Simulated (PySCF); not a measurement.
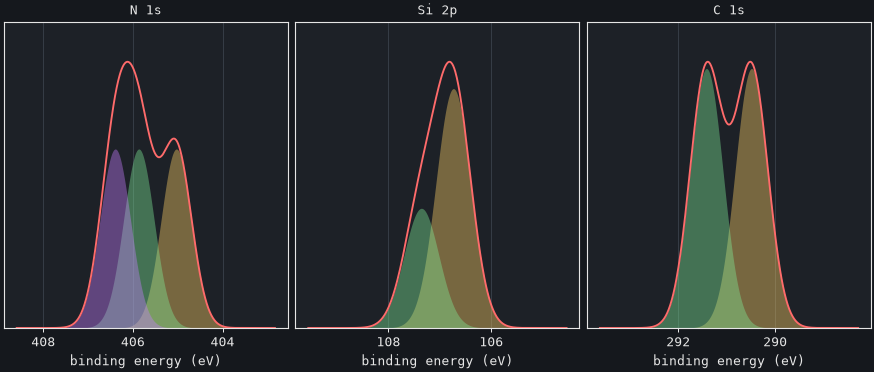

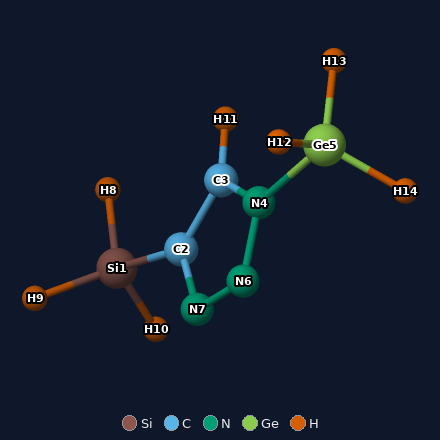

Simulated XPS of C₂H₇GeN₃Si, SMILES [SiH3]c1c[n]([GeH3])nn1, singlet. Vertical core-electron binding energies by ΔSCF (SCAN, pcX-2 on the ionised atom, pcseg-1 elsewhere, spin-free X2C; PySCF, at a PBE0-D3(BJ)/def2-SVP geometry (no frequency check)), gas phase, against the vacuum level. One atom of each kind was ionised; within a panel, areas follow the number of like atoms and 2j + 1 (2p levels are split by first-order spin-orbit coupling, an approximation), each panel is scaled alone, Gaussians of 0.8 eV full width. Only the regions named are shown. Lines closer than the width merge in the curve.

Question: Assign the components.

Answer:
```csv
level,atoms,binding energy (eV)
N 1s,N4,406.4
N 1s,N6,405.9
N 1s,N7,405.0
Si 2p1/2,Si1,107.4
Si 2p3/2,Si1,106.7
C 1s,C3,291.4
C 1s,C2,290.5
```

Question: How large is the chemical shift across the N 1s region?

Answer: 1.4 eV, from N7 at 405.0 eV to N4 at 406.4 eV.
